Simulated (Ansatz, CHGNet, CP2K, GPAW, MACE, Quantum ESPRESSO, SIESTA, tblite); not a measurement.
# CP2K runs on random packing of Sn (61 atoms), part 2 of 2

Wanted: CP2K inputs and outputs for random packing of Sn (61 atoms), checked against a plane-wave reference.

Program: CP2K 2026.2; the method stands at each step. Banners, paths, timers and routine set-up lines are dropped from the logs unmarked, and long logs keep their key lines alone; longer cuts are marked.

So far. Step 2 (PBE, DZVP-UZH, 350/50 Ry, diagonalisation): Forces lie 5.1 % from the reference's, at 1.5 times its CPU time (on 4 against 8 cores). Step 3 (GFN1-xTB, diagonalisation): Against the first run (5.1 %), the force difference from the reference is 51 %, at 0.065 times the CPU time (on 1 against 4 cores) (95 SCF steps against 18); the model has changed, so this is no error of the program alone.

## Step 4: PBE, SZV-MOLOPT-SR, 350/50 Ry, diagonalisation

Method: Kohn-Sham DFT, PBE, GTH-PBE pseudopotentials, Gaussian and plane waves, SZV-MOLOPT-SR-GTH, diagonalisation.

File input.inp:

```
&GLOBAL
  PROJECT cell
  RUN_TYPE ENERGY_FORCE
  PRINT_LEVEL LOW
&END GLOBAL
&FORCE_EVAL
  METHOD QS
  STRESS_TENSOR ANALYTICAL
  &DFT
    BASIS_SET_FILE_NAME BASIS_MOLOPT
    POTENTIAL_FILE_NAME GTH_POTENTIALS
    &MGRID
      CUTOFF 350
      REL_CUTOFF 50
    &END MGRID
    &QS
      EPS_DEFAULT 1.0E-12
    &END QS
    &SCF
      SCF_GUESS ATOMIC
      EPS_SCF 1.0E-06
      MAX_SCF 200
      ADDED_MOS 27
      &DIAGONALIZATION
        ALGORITHM STANDARD
      &END DIAGONALIZATION
      &SMEAR ON
        METHOD FERMI_DIRAC
        ELECTRONIC_TEMPERATURE [K] 580
      &END SMEAR
      &MIXING
        METHOD BROYDEN_MIXING
        ALPHA 0.15
        NBROYDEN 8
      &END MIXING
      &PRINT
        &RESTART OFF
        &END RESTART
      &END PRINT
    &END SCF
    &XC
      &XC_FUNCTIONAL PBE
      &END XC_FUNCTIONAL
    &END XC
    &PRINT
      &MULLIKEN ON
      &END MULLIKEN
      &LOWDIN ON
      &END LOWDIN
      &MO ON
        EIGENVALUES T
        OCCUPATION_NUMBERS T
        MO_INDEX_RANGE 111 134
        &EACH
          QS_SCF 0
        &END EACH
        ADD_LAST NUMERIC
      &END MO
    &END PRINT
  &END DFT
  &SUBSYS
    &CELL
      A 11.91370 0.00000 0.00000
      B 0.00000 11.91370 0.00000
      C 0.00000 0.00000 11.91370
    &END CELL
    &COORD
      Sn 11.62718 1.69329 0.02228
      Sn 5.33079 0.03193 1.09844
      Sn 9.60506 6.44186 11.35578
      Sn 3.11174 4.12476 0.99658
      Sn 7.43022 6.86646 8.98484
      Sn 3.79904 6.30366 3.36419
      Sn 4.73796 3.75865 6.31271
      Sn 2.20070 0.67956 6.25171
      Sn 8.68282 1.73928 11.17362
      Sn 5.37641 1.70688 4.26153
      Sn 2.60243 9.93412 3.20490
      Sn 4.03410 10.00203 7.74426
      Sn 4.07389 10.75819 10.42627
      Sn 1.31968 8.15648 8.61944
      Sn 1.02505 6.05943 0.68361
      Sn 7.23948 0.42913 8.64601
      Sn 6.14306 2.89896 11.07378
      Sn 0.05540 0.04182 7.49419
      Sn 10.57377 0.78321 9.67476
      Sn 11.16504 4.76262 9.93555
[... 37 atom lines left out ...]
      Sn 7.97086 7.10819 4.35648
      Sn 7.45464 3.30951 8.40095
      Sn 6.76936 4.33933 1.50553
      Sn 11.80397 11.15170 1.34148
    &END COORD
    &KIND Sn
      BASIS_SET SZV-MOLOPT-SR-GTH-q4
      POTENTIAL GTH-PBE-q4
    &END KIND
  &END SUBSYS
  &PRINT
    &FORCES ON
    &END FORCES
    &STRESS_TENSOR ON
    &END STRESS_TENSOR
  &END PRINT
&END FORCE_EVAL
```

Command:

```
$ OMP_NUM_THREADS=1 cp2k.psmp -i input.inp > output.txt
```

Numbers of over 12 decimals in the logs are rounded to 6 here.

The program printed:

```text
CP2K| version string:                                       CP2K version 2026.2
 CP2K| Input file name                                                 input.inp
 GLOBAL| Basis set file name                                        BASIS_MOLOPT
 GLOBAL| Potential file name                                      GTH_POTENTIALS
[... lines left out ...]
 Number of electrons:                                                        244
[... lines left out ...]
  Step     Update method      Time    Convergence         Total energy    Change
[... lines left out ...]
  *** SCF run converged in    19 steps ***
[... lines left out ...]
  Fermi energy:                                                 0.213094
  Total energy:                                              -209.567914
  Total energy (extrapolated to T->0):                       -209.563031
[... lines left out ...]
 MO| E(Fermi):            0.213094 a.u.          5.798583 eV
[... lines left out ...]
 ENERGY| Total FORCE_EVAL ( QS ) energy [hartree]           -209.567912
[... lines left out ...]
 FORCES|      1 -2.33985896E-02 -1.92644294E-02  4.04950775E-02   5.05812568E-02
 FORCES|      2  2.57145461E-02 -1.15023300E-02  1.68502657E-02   3.28248828E-02
 FORCES|      3 -3.34866143E-02  1.99937969E-02 -4.45996323E-02   5.92472147E-02
[...]
FORCES|     60  3.32927271E-02 -7.25842201E-03  1.94378846E-02   3.92290928E-02
 FORCES|     61 -4.72056382E-02  4.99763124E-02 -2.92364830E-02   7.47045917E-02
 FORCES| Sum     2.31698572E-05  2.60435709E-05 -2.42801211E-05
 FORCES| Total atomic force                                       4.24809858E-05
 STRESS| Analytical stress tensor [bar]
 STRESS|                        x                   y                   z
 STRESS|      x        1.99731047812E+05  -3.47598483904E+04  -2.74413738107E+04
 STRESS|      y       -3.47598483904E+04   2.06895851418E+05   1.39158315564E+03
 STRESS|      z       -2.74413738107E+04   1.39158315564E+03   2.08303244141E+05
 STRESS| 1/3 Trace                                             2.04976714457E+05
```

Elapsed: 2.2 min, on 1 thread of Arm Neoverse V2, shared host; peak memory 1.8 GiB.

Compared with the plane-wave run:

```yaml
r_m_s_force_component: 1.413 eV/Å
r_m_s_difference_of_force_components: 338.9 meV/Å
longest_difference_of_force_vectors: 1149 meV/Å
force_difference_over_r_m_s_force: 28.77 %
slope_of_forces_against_the_reference_s: 1.178
correlation_of_force_components: 0.9821
pressure: 20.5 GPa
pressure_difference: 5.497 GPa
```

This is a coarse setting, run to see what it loses.

Against the first run (5.1 %), the force difference from the reference is 29 %, at 0.70 times the CPU time (on 1 against 4 cores), with 244 basis functions against 793; this set comes with other potentials too, so the change isn't the basis's alone.

## Step 5: PBE, TZV2P-UZH, 350/50 Ry, diagonalisation

Method: Kohn-Sham DFT, PBE, GTH-PBE pseudopotentials, Gaussian and plane waves, TZV2P-MOLOPT (UZH set), diagonalisation.

input.inp, as its differences from that of step 4:

```diff
@@ -9,4 +9,4 @@
   &DFT
-    BASIS_SET_FILE_NAME BASIS_MOLOPT
-    POTENTIAL_FILE_NAME GTH_POTENTIALS
+    BASIS_SET_FILE_NAME BASIS_MOLOPT_UZH
+    POTENTIAL_FILE_NAME POTENTIAL_UZH
     &MGRID
@@ -67,2 +67,3 @@
     &COORD
+      SCALED
 [... 61 atom lines left out: the same atoms as in the first run ...]
@@ -70,3 +71,3 @@
     &KIND Sn
-      BASIS_SET SZV-MOLOPT-SR-GTH-q4
+      BASIS_SET TZV2P-MOLOPT-PBE-GTH-q4
       POTENTIAL GTH-PBE-q4
```

Command:

```
$ OMP_NUM_THREADS=1 mpirun -np 4 cp2k.psmp -i input.inp > output.txt
```

The program printed:

```text
CP2K| version string:                                       CP2K version 2026.2
 CP2K| Input file name                                                 input.inp
 GLOBAL| Basis set file name                                    BASIS_MOLOPT_UZH
 GLOBAL| Potential file name                                       POTENTIAL_UZH
 GLOBAL| Run type                                                   ENERGY_FORCE
 GLOBAL| Total number of message passing processes                             4
 GLOBAL| Number of threads for this process                                    1
[... lines left out ...]
                        Smear method:                                FERMI_DIRAC
[... lines left out ...]
 Number of electrons:                                                        244
[... lines left out ...]
  Step     Update method      Time    Convergence         Total energy    Change
[... lines left out ...]
  *** SCF run converged in    18 steps ***
[... lines left out ...]
  Fermi energy:                                                 0.184100
  Total energy:                                              -211.457563
  Total energy (extrapolated to T->0):                       -211.451983
[... lines left out ...]
 MO| E(Fermi):            0.184100 a.u.          5.009610 eV
[... lines left out ...]
      60     Sn       1          3.842358                              0.157642
      61     Sn       1          3.954084                              0.045916
 # Total charge                            244.000000                  0.000000
 ENERGY| Total FORCE_EVAL ( QS ) energy [hartree]           -211.457560
 FORCES| Atomic forces [hartree/bohr]
 FORCES|   Atom     x               y               z               |f|
 FORCES|      1 -1.81279807E-02 -1.62537214E-02  3.27124318E-02   4.07787976E-02
 FORCES|      2  2.07374324E-02 -7.65575794E-03  1.52393487E-02   2.68493852E-02
 FORCES|      3 -2.94177083E-02  2.27904452E-02 -3.57342273E-02   5.15920629E-02
[...]
FORCES|     60  2.43567201E-02 -4.10626238E-03  1.27743174E-02   2.78081713E-02
 FORCES|     61 -4.39467250E-02  4.22235714E-02 -1.99479450E-02   6.41253860E-02
 FORCES| Sum    -1.68274224E-06  2.65573337E-06 -8.69886196E-06
 FORCES| Total atomic force                                       9.24958056E-06
 STRESS| Analytical stress tensor [bar]
 STRESS|                        x                   y                   z
 STRESS|      x        1.55229962668E+05  -2.95852674740E+04  -2.47115004852E+04
 STRESS|      y       -2.95852674740E+04   1.55329085885E+05   3.16524004563E+02
 STRESS|      z       -2.47115004852E+04   3.16524004563E+02   1.62784600577E+05
 STRESS| 1/3 Trace                                             1.57781216376E+05
```

Wall time 57 s (4 MPI ranks); peak memory 4.6 GiB.

Numbers from this run, and their distance from the reference:

- r.m.s. force component: 1.176 eV/Å
- r.m.s. difference of force components: 56.21 meV/Å
- longest difference of force vectors: 221.6 meV/Å
- force difference over r.m.s. force: 4.772 %
- slope of forces against the reference's: 0.9969
- correlation of force components: 0.9989
- pressure: 15.78 GPa
- pressure difference: 0.7776 GPa

Against the first run (5.1 %), the force difference from the reference is 4.8 %, at 1.2 times the CPU time, with 1342 basis functions against 793.

## Step 6: PBE, DZVP-UZH, 244/50 Ry, diagonalisation

Method: Kohn-Sham DFT, PBE, GTH-PBE pseudopotentials, Gaussian and plane waves, DZVP-MOLOPT (UZH set), diagonalisation.

input.inp, as its differences from that of step 5:

```diff
@@ -12,3 +12,3 @@
     &MGRID
-      CUTOFF 350
+      CUTOFF 244
       REL_CUTOFF 50
@@ -71,3 +71,3 @@
     &KIND Sn
-      BASIS_SET TZV2P-MOLOPT-PBE-GTH-q4
+      BASIS_SET DZVP-MOLOPT-PBE-GTH-q4
       POTENTIAL GTH-PBE-q4
```

The program printed:

```text
CP2K| version string:                                       CP2K version 2026.2
 CP2K| Input file name                                                 input.inp
 GLOBAL| Basis set file name                                    BASIS_MOLOPT_UZH
 GLOBAL| Potential file name                                       POTENTIAL_UZH
 GLOBAL| Run type                                                   ENERGY_FORCE
 GLOBAL| Total number of message passing processes                             4
 GLOBAL| Number of threads for this process                                    1
 TOTAL NUMBERS AND MAXIMUM NUMBERS
  Total number of            - Atomic kinds:                                   1
                             - Atoms:                                         61
[... lines left out ...]
                        Smear method:                                FERMI_DIRAC
[... lines left out ...]
 Number of electrons:                                                        244
[... lines left out ...]
  Step     Update method      Time    Convergence         Total energy    Change
[... lines left out ...]
  *** SCF run converged in    18 steps ***
[... lines left out ...]
  Fermi energy:                                                 0.185919
  Total energy:                                              -211.310647
  Total energy (extrapolated to T->0):                       -211.305099
[... lines left out ...]
 MO| E(Fermi):            0.185919 a.u.          5.059104 eV
[... lines left out ...]
       1     Sn       1          4.046803                             -0.046803
       2     Sn       1          3.976994                              0.023006
       3     Sn       1          3.958805                              0.041195
[...]
# Total charge                            244.000000                  0.000000
 !-----------------------------------------------------------------------------!
 LOWDIN POPULATION ANALYSIS
 #  Atom  Element  Kind  Atomic population                           Net charge
[...]
60     Sn       1          3.864906                              0.135094
      61     Sn       1          3.981828                              0.018172
 # Total charge                            244.000000                  0.000000
 ENERGY| Total FORCE_EVAL ( QS ) energy [hartree]           -211.310646
 FORCES| Atomic forces [hartree/bohr]
 FORCES|   Atom     x               y               z               |f|
 FORCES|      1 -1.86019237E-02 -1.66511131E-02  3.29157994E-02   4.13127218E-02
 FORCES|      2  2.08085576E-02 -7.88926123E-03  1.54990716E-02   2.71193240E-02
 FORCES|      3 -2.95274680E-02  2.26421544E-02 -3.57431479E-02   5.15956505E-02
[...]
FORCES|     60  2.48616577E-02 -4.18966815E-03  1.26462122E-02   2.82060637E-02
 FORCES|     61 -4.38849063E-02  4.22887026E-02 -2.02119228E-02   6.42085757E-02
 FORCES| Sum    -4.38859223E-06  1.47675433E-05 -4.46641051E-06
 FORCES| Total atomic force                                       1.60402275E-05
 STRESS| Analytical stress tensor [bar]
 STRESS|                        x                   y                   z
 STRESS|      x        1.59269529395E+05  -2.94962125648E+04  -2.49059435653E+04
 STRESS|      y       -2.94962125648E+04   1.59503159753E+05   2.96558406529E+02
 STRESS|      z       -2.49059435653E+04   2.96558406529E+02   1.66367410807E+05
 STRESS| 1/3 Trace                                             1.61713366652E+05
```

Elapsed: 70 s, on 4 MPI ranks; peak memory 3.1 GiB.

Compared with the plane-wave run:

```yaml
r_m_s_force_component: 1.178 eV/Å
r_m_s_difference_of_force_components: 59.91 meV/Å
longest_difference_of_force_vectors: 227.7 meV/Å
force_difference_over_r_m_s_force: 5.086 %
slope_of_forces_against_the_reference_s: 0.9985
correlation_of_force_components: 0.9987
pressure: 16.17 GPa
pressure_difference: 1.171 GPa
energy_less_the_same_level_run_s: 0.0004 meV/atom
r_m_s_force_difference_from_the_same_level_run: 0.072 meV/Å
```

Against the first run (5.1 %), the force difference from the reference is 5.1 %, at 1.5 times the CPU time: the change moves forces by 0.072 meV/Å r.m.s., so most of the difference comes from elsewhere.

## Step 7: All runs compared

Differences are against the plane-wave reference, forces as r.m.s. over components; share is that over the reference's r.m.s. force, slope the least-squares factor from reference forces to these. Total energies of different programs have different zeros and aren't compared.

| run | Δ force, r.m.s. (meV/Å) | share (%) | slope | Δ pressure (GPa) | cores | CPU time | memory (GiB) |
| --- | --- | --- | --- | --- | --- | --- | --- |
| reference | - | - | - | - | 8 | 2 min | 2.5 |
| CP2K PBE, DZVP-UZH, 350/50 Ry, diagonalisation | 59.9 | 5.09 | 0.999 | 1.17 | 4 | 3.1 min | 3.6 |
| CP2K GFN1-xTB, diagonalisation | 596 | 50.6 | 1.229 | -14.0 | 1 | 12 s | 0.23 |
| CP2K PBE, SZV-MOLOPT-SR, 350/50 Ry, diagonalisation (coarse) | 339 | 28.8 | 1.178 | 5.50 | 1 | 2.2 min | 1.8 |
| CP2K PBE, TZV2P-UZH, 350/50 Ry, diagonalisation | 56.2 | 4.77 | 0.997 | 0.778 | 4 | 3.8 min | 4.6 |
| CP2K PBE, DZVP-UZH, 244/50 Ry, diagonalisation (coarse) | 59.9 | 5.09 | 0.999 | 1.17 | 4 | 4.7 min | 3.1 |

Rows marked coarse were listed beforehand as settings not expected to be converged; some can still land near the reference.

CPU time is summed over cores on a shared host, where runs went side by side, so it is rough. Symmetry, cutoffs, thresholds, outputs and thread counts weren't matched or tuned between programs; memory under MPI is the largest rank's times the ranks.

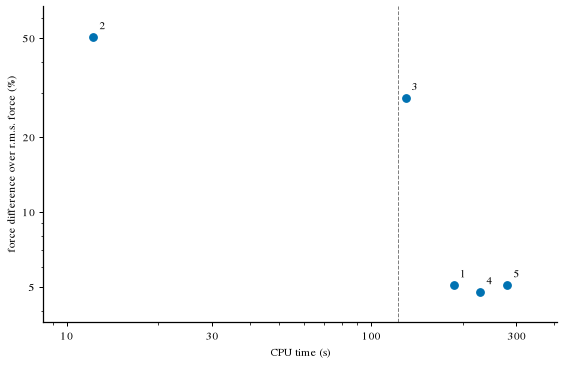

Force difference against CPU time; the dashed line marks the reference's time. Points: 1 CP2K PBE, DZVP-UZH, 350/50 Ry, diagonalisation; 2 CP2K GFN1-xTB, diagonalisation; 3 CP2K PBE, SZV-MOLOPT-SR, 350/50 Ry, diagonalisation; 4 CP2K PBE, TZV2P-UZH, 350/50 Ry, diagonalisation; 5 CP2K PBE, DZVP-UZH, 244/50 Ry, diagonalisation.

Within one program, basis, potentials and functional, energies share a zero. Each run against its twin at the usual cutoff or grid and solver:

| run | twin | Δ energy (meV/atom) | Δ force, r.m.s. (meV/Å) | CPU time over the twin's |
| --- | --- | --- | --- | --- |
| CP2K PBE, DZVP-UZH, 244/50 Ry, diagonalisation | DZVP-UZH, 350/50 Ry, diagonalisation | 4.0e-4 | 0.072 | 1.5 |

## Step 8: What came out

```
nearest in forces : CP2K PBE, TZV2P-UZH, 350/50 Ry, diagonalisation, 4.8 %
its CPU time      : 3.8 min
```

In words: The PBE runs in local orbitals, coarse settings apart, differ by 4.8 % (CP2K PBE, TZV2P-UZH, 350/50 Ry, diagonalisation) to 5.1 % (CP2K PBE, DZVP-UZH, 350/50 Ry, diagonalisation); basis, grid and potentials can all enter. Tight binding differs by 51 % (CP2K GFN1-xTB, diagonalisation); it is another model, with fitted parameters of its own, and the xTB methods hold dispersion. CP2K GFN1-xTB, diagonalisation needed 95 SCF steps, so its time overstates the method's usual cost. Runs with settings chosen to be coarse differ by 5.1 % (CP2K PBE, DZVP-UZH, 244/50 Ry, diagonalisation) to 29 % (CP2K PBE, SZV-MOLOPT-SR, 350/50 Ry, diagonalisation), their programs' other errors included. One electronic-structure run takes under half the reference's CPU time: CP2K GFN1-xTB, diagonalisation, at 51 % in 12 s against 2 min; its pressure misses by -14.0 GPa. CP2K PBE, SZV-MOLOPT-SR, 350/50 Ry, diagonalisation stiffens the forces by a factor of 1.18 while following their directions (correlation 0.982); the slopes of the 5 CP2K runs lie between 1.00 and 1.23. In pressure, CP2K PBE, SZV-MOLOPT-SR, 350/50 Ry, diagonalisation misses by +5.5 GPa, at the same functional. Periodic xTB results under one method name differ between programs and library versions. The potentials hold different valence shells: 854 electrons in the reference, 244 in CP2K with TZV2P-UZH; this bears on time and differences. The reference's pressure of 15 GPa says that the cell would expand at this level of theory. The electronic-structure runs sample only Γ, in a cell whose shortest periodic width is 12 Å, which is coarse for a cell with partly filled levels.

[Also dropped from logs without a mark: logging warnings of Python, and SIESTA's first energy breakdown and zero terms.]

[Logs are printed without paths, hosts, clocks, repeated set-up lines and the standing remarks that a program may print on its own settings, such as how far it seeks lower states.]

[Hosts, paths, dates, database ids (printed as entryN), source tags and the programs' standing remarks are cut or masked in the printed files.]
